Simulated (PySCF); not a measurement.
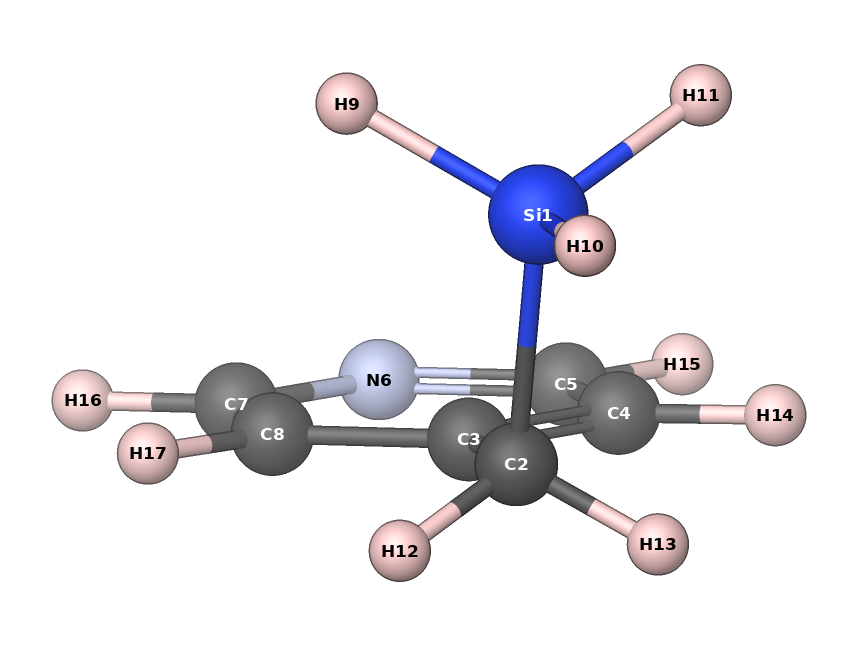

C3 lies behind C2. The molecule seen a little off the C2–C3 bond, C2 in front. Atoms fade into the background with distance from the viewer. The geometry was computed by an optimisation with PBE0-D3(BJ)/def2-SVP. No frequency run is at hand to confirm it as a minimum.

What is the torsion angle Si1–C2–C3–C4? The sign is positive where the front bond must turn clockwise to cover the back bond.

87°, about perpendicular.
